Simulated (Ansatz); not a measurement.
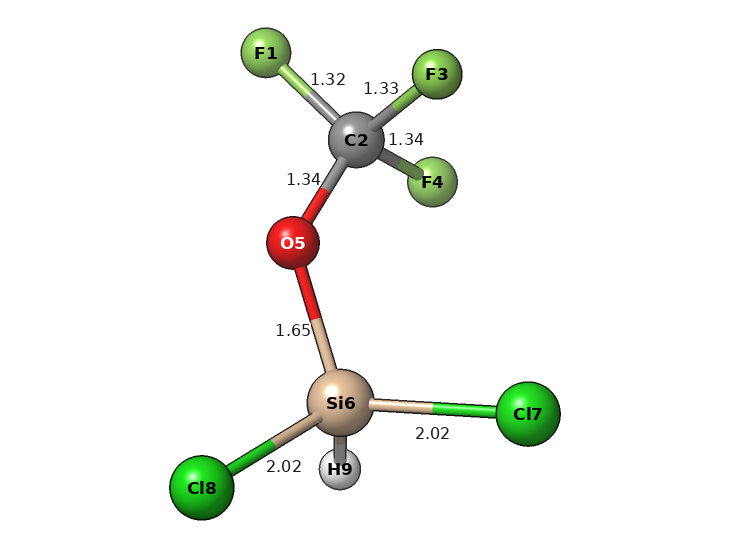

The numbers beside the sticks are distances in Å. Sticks don't show bond order. The geometry was computed by an optimisation with PBE0-D4/def2-TZVP. No frequency run is at hand to confirm it as a minimum.

Question: Which of the marked bonds are single, double, triple or aromatic?

Answer: F1–C2 single; C2–F3 single; C2–F4 single; C2–O5 single; O5–Si6 single; Si6–Cl7 single; Si6–Cl8 single.

Question: Give the structure as SMILES.

Answer: FC(F)(F)O[SiH](Cl)Cl
